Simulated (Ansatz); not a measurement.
Run report: SiHCl3, nudged elastic band

The run: nudged elastic band of SiHCl3. Method and program: RKS PBE/def2-SVP (Ansatz 0.2.0).

One setting was made poor on purpose. It belongs to a series of runs on one base structure; here: band between the two ends. Figures and captions count atoms from 1; the log counts them from 0 in places.

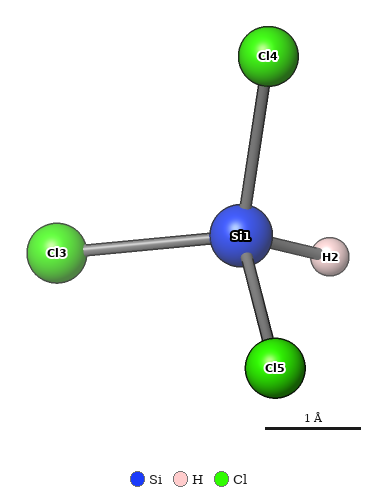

*The structure as given in the input (ball-and-stick view, seen at a tilt; atoms are numbered from 1 in the order of the input).*

Input file
```yaml
crystal:
  periodic: [false, false, false]
  atoms:
    - { symbol: Si, position_ang: [0.165004, 0.0, 0.24445] }
    - { symbol: H, position_ang: [-0.080983, 0.0, 1.71252] }
    - { symbol: Cl, position_ang: [2.194838, 0.0, -0.113882] }
    - { symbol: Cl, position_ang: [-0.679079, 1.682374, -0.595644] }
    - { symbol: Cl, position_ang: [-0.679079, -1.682374, -0.595644] }
basis:
  gaussian: { orbitals: def2-SVP }
hamiltonian:
  xc: pbe
neb:
  order_check: false
  images: 5
  f_tol: 0.05
  max_iterations: 60
  max_displacement: 0.5
  optimiser: fire
  final_atoms:
    - { symbol: Si, position_ang: [-1.00351224, 0.0, 0.11216992] }
    - { symbol: H, position_ang: [1.65582635, 0.0, 2.11365] }
    - { symbol: Cl, position_ang: [2.01089442, 0.0, 0.86398251] }
    - { symbol: Cl, position_ang: [-0.87125377, 1.642373, -1.21900121] }
    - { symbol: Cl, position_ang: [-0.87125377, -1.642373, -1.21900121] }
  initial_path:
    images:
      - { positions_ang: [[0.165004, 0.0, 0.24445], [-0.080983, 0.0, 1.71252], [2.194838, 0.0, -0.113882], [-0.679079, 1.682374, -0.595644], [-0.679079, -1.682374, -0.595644]] }
      - { positions_ang: [[0.11013231, 0.0, 0.16278421], [0.16546364, 0.0, 1.64948577], [2.21767434, 0.0, 0.10894169], [-0.78628464, 1.70094933, -0.63470583], [-0.78628464, -1.70094933, -0.63470583]] }
      - { positions_ang: [[0.05526062, 0.0, 0.08111842], [0.41191028, 0.0, 1.58645154], [2.24051067, 0.0, 0.33176538], [-0.89349029, 1.71952467, -0.67376767], [-0.89349029, -1.71952467, -0.67376767]] }
      - { positions_ang: [[0.00038893, 0.0, -0.00054738], [0.65835692, 0.0, 1.52341732], [2.26334701, 0.0, 0.55458907], [-1.00069593, 1.7381, -0.7128295], [-1.00069593, -1.7381, -0.7128295]] }
      - { positions_ang: [[-0.33424479, 0.0, 0.03702505], [0.99084673, 0.0, 1.72016154], [2.17919615, 0.0, 0.65772021], [-0.95754854, 1.706191, -0.88155341], [-0.95754854, -1.706191, -0.88155341]] }
      - { positions_ang: [[-0.66887852, 0.0, 0.07459749], [1.32333654, 0.0, 1.91690577], [2.09504529, 0.0, 0.76085136], [-0.91440115, 1.674282, -1.05027731], [-0.91440115, -1.674282, -1.05027731]] }
      - { positions_ang: [[-1.00351224, 0.0, 0.11216992], [1.65582635, 0.0, 2.11365], [2.01089442, 0.0, 0.86398251], [-0.87125377, 1.642373, -1.21900121], [-0.87125377, -1.642373, -1.21900121]] }
```

Machine: 1 thread of Intel Xeon @ 2.50GHz (Skylake/Cascade Lake), 32 GiB of memory available, shared host.

Launched with:
```bash
ansatz run input.yaml --threads 1 --pin off --max-ram 2048MiB --backend cpu --events-out ev --progress --plain --runs-dir out
```

Log
```
Engine: ansatz 0.2.0, x86_64-unknown-linux-gnu
Functional definition: PBE
  parameter kappa = 0.804
  parameter beta = 0.06672455060314922
  exchange = pbe_x(kappa = kappa, mu = beta*pi^2/3)
  correlation = pbe_c(beta = beta)
839 factors; their error is unknown
mean field evaluation 1: about -45431.5542 eV, gradient 1.4e1 eV
mean field evaluation 2: about -45431.6103 eV, gradient 1.4e1 eV
mean field evaluation 4: about -45432.1068 eV, gradient 4.8e-1 eV
mean field evaluation 8: about -45432.0431 eV, gradient 4.1e-3 eV
mean field -45432.04311949 eV, -1669.5967896963 hartree, gradient 2.4e-5 eV, S^2 0.000000; 0 other end points of the search recorded, 0 dependent functions left out
the calculation of the forces begins
reference -45432.04314507 eV, -1669.5967906364 hartree; 33, 33 occupied and 44, 44 virtual orbitals, 839 factors
839 factors; their error is unknown
mean field evaluation 16: about -45428.2548 eV, gradient 2.5e1 eV
mean field -45429.94395402 eV, -1669.5196467883 hartree, gradient 2.8e-5 eV, S^2 0.000000; 0 other end points of the search recorded, 0 dependent functions left out
[... from here on the field's lines of each further geometry are left out, up to the last ...]
NEB iter   1: max|band force component| = 3.411e0 eV/Å  barrier→ = 3.3603 eV  barrier← = 1.2611 eV  Δτ_max = 0.0535 Å  (181 SCF iters)
NEB iter   2: max|band force component| = 2.731e0 eV/Å  barrier→ = 3.1103 eV  barrier← = 1.0111 eV  Δτ_max = 0.0980 Å  (144 SCF iters)
NEB iter   3: max|band force component| = 1.523e0 eV/Å  barrier→ = 2.8531 eV  barrier← = 0.7540 eV  Δτ_max = 0.0220 Å  (142 SCF iters)
NEB iter   4: max|band force component| = 1.379e0 eV/Å  barrier→ = 2.7847 eV  barrier← = 0.6855 eV  Δτ_max = 0.0421 Å  (143 SCF iters)
NEB iter   5: max|band force component| = 1.085e0 eV/Å  barrier→ = 2.6671 eV  barrier← = 0.5679 eV  Δτ_max = 0.0160 Å  (143 SCF iters)
NEB iter   6: max|band force component| = 9.717e-1 eV/Å  barrier→ = 2.6231 eV  barrier← = 0.5239 eV  Δτ_max = 0.0313 Å  (143 SCF iters)
NEB iter   7: max|band force component| = 7.915e-1 eV/Å  barrier→ = 2.5471 eV  barrier← = 0.4479 eV  Δτ_max = 0.0136 Å  (142 SCF iters)
NEB iter   8: max|band force component| = 7.495e-1 eV/Å  barrier→ = 2.5191 eV  barrier← = 0.4199 eV  Δτ_max = 0.0265 Å  (143 SCF iters)
NEB iter   9: max|band force component| = 6.714e-1 eV/Å  barrier→ = 2.4696 eV  barrier← = 0.3704 eV  Δτ_max = 0.0378 Å  (143 SCF iters)
NEB iter  10: max|band force component| = 5.562e-1 eV/Å  barrier→ = 2.4101 eV  barrier← = 0.3109 eV  Δτ_max = 0.0467 Å  (139 SCF iters)
NEB iter  11: max|band force component| = 6.457e-1 eV/Å  barrier→ = 2.3528 eV  barrier← = 0.2537 eV  CI = image 4  Δτ_max = 0.0098 Å  (139 SCF iters)
NEB iter  12: max|band force component| = 6.497e-1 eV/Å  barrier→ = 2.3618 eV  barrier← = 0.2626 eV  CI = image 4  Δτ_max = 0.0194 Å  (123 SCF iters)
NEB iter  13: max|band force component| = 6.706e-1 eV/Å  barrier→ = 2.3841 eV  barrier← = 0.2849 eV  CI = image 4  Δτ_max = 0.0288 Å  (143 SCF iters)
NEB iter  14: max|band force component| = 6.778e-1 eV/Å  barrier→ = 2.4205 eV  barrier← = 0.3213 eV  CI = image 4  Δτ_max = 0.0381 Å  (141 SCF iters)
NEB iter  15: max|band force component| = 6.112e-1 eV/Å  barrier→ = 2.4631 eV  barrier← = 0.3640 eV  CI = image 4  Δτ_max = 0.0102 Å  (142 SCF iters)
NEB iter  16: max|band force component| = 5.995e-1 eV/Å  barrier→ = 2.4691 eV  barrier← = 0.3699 eV  CI = image 4  Δτ_max = 0.0201 Å  (118 SCF iters)
NEB iter  17: max|band force component| = 5.775e-1 eV/Å  barrier→ = 2.4813 eV  barrier← = 0.3821 eV  CI = image 4  Δτ_max = 0.0292 Å  (129 SCF iters)
NEB iter  18: max|band force component| = 5.544e-1 eV/Å  barrier→ = 2.4997 eV  barrier← = 0.4006 eV  CI = image 4  Δτ_max = 0.0369 Å  (132 SCF iters)
NEB iter  19: max|band force component| = 5.339e-1 eV/Å  barrier→ = 2.5231 eV  barrier← = 0.4239 eV  CI = image 4  Δτ_max = 0.0430 Å  (137 SCF iters)
NEB iter  20: max|band force component| = 4.900e-1 eV/Å  barrier→ = 2.5475 eV  barrier← = 0.4483 eV  CI = image 4  Δτ_max = 0.0089 Å  (136 SCF iters)
NEB iter  21: max|band force component| = 4.048e-1 eV/Å  barrier→ = 2.5456 eV  barrier← = 0.4464 eV  CI = image 4  Δτ_max = 0.0165 Å  (116 SCF iters)
NEB iter  22: max|band force component| = 3.135e-1 eV/Å  barrier→ = 2.5422 eV  barrier← = 0.4430 eV  CI = image 4  Δτ_max = 0.0218 Å  (133 SCF iters)
NEB iter  23: max|band force component| = 2.866e-1 eV/Å  barrier→ = 2.5361 eV  barrier← = 0.4370 eV  CI = image 4  Δτ_max = 0.0243 Å  (135 SCF iters)
NEB iter  24: max|band force component| = 2.629e-1 eV/Å  barrier→ = 2.5260 eV  barrier← = 0.4269 eV  CI = image 4  Δτ_max = 0.0246 Å  (134 SCF iters)
NEB iter  25: max|band force component| = 4.227e-1 eV/Å  barrier→ = 2.5143 eV  barrier← = 0.4151 eV  CI = image 4  Δτ_max = 0.0068 Å  (138 SCF iters)
NEB iter  26: max|band force component| = 4.063e-1 eV/Å  barrier→ = 2.5151 eV  barrier← = 0.4159 eV  CI = image 4  Δτ_max = 0.0131 Å  (117 SCF iters)
NEB iter  27: max|band force component| = 3.659e-1 eV/Å  barrier→ = 2.5173 eV  barrier← = 0.4181 eV  CI = image 4  Δτ_max = 0.0184 Å  (128 SCF iters)
NEB iter  28: max|band force component| = 2.899e-1 eV/Å  barrier→ = 2.5214 eV  barrier← = 0.4222 eV  CI = image 4  Δτ_max = 0.0219 Å  (137 SCF iters)
NEB iter  29: max|band force component| = 2.087e-1 eV/Å  barrier→ = 2.5263 eV  barrier← = 0.4271 eV  CI = image 4  Δτ_max = 0.0228 Å  (135 SCF iters)
NEB iter  30: max|band force component| = 2.056e-1 eV/Å  barrier→ = 2.5290 eV  barrier← = 0.4298 eV  CI = image 4  Δτ_max = 0.0210 Å  (143 SCF iters)
NEB iter  31: max|band force component| = 2.507e-1 eV/Å  barrier→ = 2.5269 eV  barrier← = 0.4277 eV  CI = image 4  Δτ_max = 0.0041 Å  (142 SCF iters)
NEB iter  32: max|band force component| = 2.300e-1 eV/Å  barrier→ = 2.5253 eV  barrier← = 0.4261 eV  CI = image 4  Δτ_max = 0.0080 Å  (107 SCF iters)
NEB iter  33: max|band force component| = 1.888e-1 eV/Å  barrier→ = 2.5227 eV  barrier← = 0.4235 eV  CI = image 4  Δτ_max = 0.0116 Å  (128 SCF iters)
NEB iter  34: max|band force component| = 1.574e-1 eV/Å  barrier→ = 2.5202 eV  barrier← = 0.4210 eV  CI = image 4  Δτ_max = 0.0147 Å  (126 SCF iters)
NEB iter  35: max|band force component| = 1.654e-1 eV/Å  barrier→ = 2.5190 eV  barrier← = 0.4198 eV  CI = image 4  Δτ_max = 0.0025 Å  (131 SCF iters)
NEB iter  36: max|band force component| = 1.559e-1 eV/Å  barrier→ = 2.5192 eV  barrier← = 0.4200 eV  CI = image 4  Δτ_max = 0.0048 Å  (98 SCF iters)
NEB iter  37: max|band force component| = 1.369e-1 eV/Å  barrier→ = 2.5196 eV  barrier← = 0.4204 eV  CI = image 4  Δτ_max = 0.0067 Å  (113 SCF iters)
NEB iter  38: max|band force component| = 1.080e-1 eV/Å  barrier→ = 2.5201 eV  barrier← = 0.4210 eV  CI = image 4  Δτ_max = 0.0081 Å  (123 SCF iters)
NEB iter  39: max|band force component| = 7.742e-2 eV/Å  barrier→ = 2.5206 eV  barrier← = 0.4214 eV  CI = image 4  Δτ_max = 0.0088 Å  (122 SCF iters)
NEB iter  40: max|band force component| = 8.337e-2 eV/Å  barrier→ = 2.5208 eV  barrier← = 0.4216 eV  CI = image 4  Δτ_max = 0.0012 Å  (129 SCF iters)
NEB iter  41: max|band force component| = 7.789e-2 eV/Å  barrier→ = 2.5206 eV  barrier← = 0.4214 eV  CI = image 4  Δτ_max = 0.0024 Å  (96 SCF iters)
NEB iter  42: max|band force component| = 6.682e-2 eV/Å  barrier→ = 2.5203 eV  barrier← = 0.4212 eV  CI = image 4  Δτ_max = 0.0033 Å  (100 SCF iters)
the calculation of the forces begins
reference -45429.87569649 eV, -1669.5171383701 hartree; 33, 33 occupied and 44, 44 virtual orbitals, 839 factors
839 factors; their error is unknown
mean field evaluation 1728: about -45429.5825 eV, gradient 1.2e0 eV
mean field -45429.52311263 eV, -1669.5041811525 hartree, gradient 1.2e-5 eV, S^2 0.000000; 1 other end points of the search recorded, 0 dependent functions left out
the calculation of the forces begins
reference -45429.52313921 eV, -1669.5041821291 hartree; 33, 33 occupied and 44, 44 virtual orbitals, 839 factors
NEB iter  43: max|band force component| = 4.979e-2 eV/Å  barrier→ = 2.5200 eV  barrier← = 0.4208 eV  CI = image 4  Δτ_max = 0.0000 Å  (241 SCF iters)
```

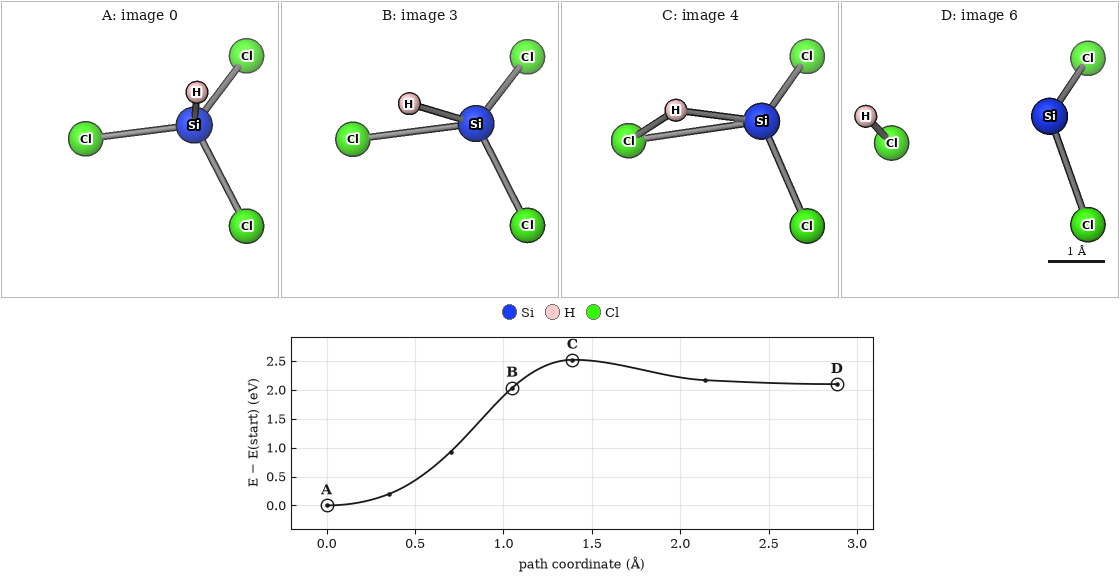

*Images of the last band (counted from 0; ball-and-stick, seen at a tilt) above the energy along the path; the line is a cubic interpolation that uses the forces.*

The highest image is number 4, 2.520 eV above the start and 0.421 eV above the end (the climbing image); the end lies 2.099 eV above the start. The path is 2.89 Å long. The band converged in 43 iterations.

```
Total energy: -45429.52313921 eV, -1669.5041821291 hartree
Atom 0 at    -0.420372     0.000000     0.328165 Å, force     0.031936     0.000000    -0.001101 eV/Å
Atom 1 at     0.767250    -0.000000     1.444830 Å, force    -0.005624     0.000000     0.044291 eV/Å
Atom 2 at     2.132924     0.000000     0.565250 Å, force    -0.026748     0.000000    -0.027896 eV/Å
Atom 3 at    -0.779551     1.675099    -0.843222 Å, force     0.000218     0.009360    -0.007647 eV/Å
Atom 4 at    -0.779551    -1.675099    -0.843222 Å, force     0.000218    -0.009360    -0.007647 eV/Å
Dipole moment:    -0.250845     0.000000     0.149109 e Å
this run last wrote the band of iteration 43 to [file]
```

The last band as extended XYZ (Å, eV, eV/Å)
```
5
Properties=species:S:1:pos:R:3:forces:R:3 image=0 energy=-45432.04312
Si    0.1650    0.0000    0.2445   -0.0009   0.0000   0.0060
H    -0.0810    0.0000    1.7125   -0.0003   0.0000   0.0005
Cl    2.1948    0.0000   -0.1139    0.0016   0.0000  -0.0021
Cl   -0.6791    1.6824   -0.5956   -0.0002   0.0010  -0.0022
Cl   -0.6791   -1.6824   -0.5956   -0.0002  -0.0010  -0.0022
5
Properties=species:S:1:pos:R:3:forces:R:3 image=1 energy=-45431.84697
Si    0.1162    0.0000    0.2283    0.4378   0.0000  -0.0431
H     0.1625    0.0000    1.7082   -0.8824   0.0000   0.1990
Cl    2.1781    0.0000    0.0591    0.1366   0.0000  -0.5951
Cl   -0.7681    1.6372   -0.6719    0.1540  -0.0079   0.2196
Cl   -0.7681   -1.6372   -0.6719    0.1540   0.0079   0.2196
5
Properties=species:S:1:pos:R:3:forces:R:3 image=2 energy=-45431.11301
Si   -0.0106    0.0000    0.2394    1.6549   0.0000  -0.4542
H     0.4228    0.0000    1.6460   -1.8407   0.0000   0.9256
Cl    2.1361    0.0000    0.2132   -0.0074   0.0000  -1.2050
Cl   -0.8138    1.6473   -0.7234    0.0966  -0.1196   0.3668
Cl   -0.8138   -1.6473   -0.7234    0.0966   0.1196   0.3668
5
Properties=species:S:1:pos:R:3:forces:R:3 image=3 energy=-45430.00701
Si   -0.2043    0.0000    0.2935    1.6571   0.0000  -0.5053
H     0.6408    0.0000    1.5388   -1.5023   0.0000   1.0128
Cl    2.1347    0.0000    0.3465   -0.1617   0.0000  -1.0330
Cl   -0.8252    1.6649   -0.7635    0.0034  -0.0622   0.2627
Cl   -0.8252   -1.6649   -0.7635    0.0034   0.0622   0.2627
5
Properties=species:S:1:pos:R:3:forces:R:3 image=4 energy=-45429.52311
Si   -0.4204    0.0000    0.3282    0.0319   0.0000  -0.0011
H     0.7672    0.0000    1.4448   -0.0056   0.0000   0.0443
Cl    2.1329    0.0000    0.5653   -0.0267   0.0000  -0.0279
Cl   -0.7796    1.6751   -0.8432    0.0002   0.0094  -0.0076
Cl   -0.7796   -1.6751   -0.8432    0.0002  -0.0094  -0.0076
5
Properties=species:S:1:pos:R:3:forces:R:3 image=5 energy=-45429.87567
Si   -0.7994    0.0000    0.2506   -0.0995   0.0000  -0.0063
H     1.2048    0.0000    1.6658    0.1152   0.0000   0.0296
Cl    2.2276    0.0000    0.8457    0.0301   0.0000   0.0584
Cl   -0.8561    1.6519   -1.0552   -0.0229  -0.0035  -0.0408
Cl   -0.8561   -1.6519   -1.0552   -0.0229   0.0035  -0.0408
5
Properties=species:S:1:pos:R:3:forces:R:3 image=6 energy=-45429.94395
Si   -1.0035    0.0000    0.1122   -0.0032   0.0000   0.0213
H     1.6558    0.0000    2.1136   -0.0044   0.0000  -0.0035
Cl    2.0109    0.0000    0.8640    0.0027   0.0000  -0.0006
Cl   -0.8713    1.6424   -1.2190    0.0025   0.0101  -0.0086
Cl   -0.8713   -1.6424   -1.2190    0.0025  -0.0101  -0.0086
```

Summary

| quantity | value |
| --- | --- |
| outcome | converged |
| barrier, forward | 2.520 eV |
| barrier, backward | 0.421 eV |
| wall time | 11 min |
| peak memory | 0.17 GiB |

Remarks

A deliberately poor setting: step length. The order of the saddle point was not checked.
